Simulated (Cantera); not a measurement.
A closed system holds: 1 mol (CH3)2SiCl2, 1.2 mol C2H2, 3.3 mol H2, at 29000 Pa.

These are equilibrium values from Cantera (NASA tables, ideal gas, pure condensed phases), not measurements of a reactor. Candidate condensed phases: C, C6H6, C7H8, C8H18, Si, SiC; 109 gas species. The feed counts by its element totals alone. The tables' values for SiCl3 are old estimates; treat these amounts as uncertain. The numbers say what is thermodynamically allowed, not how fast it happens.

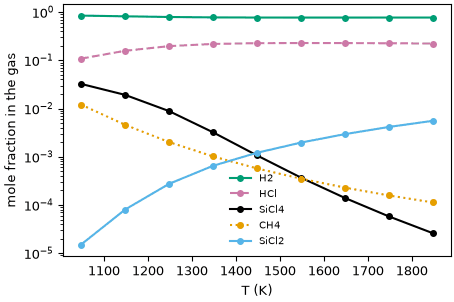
Figure: Equilibrium gas composition (values under 1e-9 drawn at 1e-9)

Task: Read off the mole fractions at 1448 K.

Result: H2 about 0.77, HCl about 0.23, SiCl2 about 0.0012, SiCl4 about 0.0011, CH4 about 0.00057.
